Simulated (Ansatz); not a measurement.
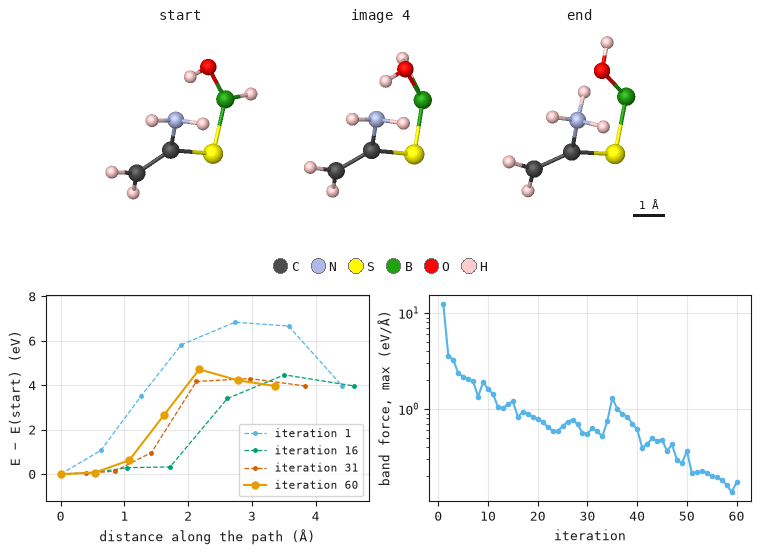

NEB run on C₂H₆BNOS. Images are numbered from 0 (start) to 6 (end). The plot follows the band through its iterations. The picture is a ball-and-stick view, seen from a free direction.

These are results of RKS PBE0-D4/cc-pVDZ (Ansatz 0.2.0), not measurements. Run with 5 movable images; climbing image; force threshold 0.05 eV/Å; iteration limit 60; optimiser FIRE; largest step 0.5 Å; starting path through a guess of the saddle point.

> Did the band converge, and can the barrier be trusted?

The result isn't final. The band hadn't converged when the run stopped after 60 iterations. The largest component of the band force went from 12 to 0.17 eV/Å. The barrier read from it is provisional, though the highest image hardly moved in the last two iterations. The step length is far from the usual. The first iteration put the highest image at 6.84 eV. Forward barrier 4.72 eV, backward barrier 0.75 eV, with image 4 at the top; the reaction energy is +3.97 eV.
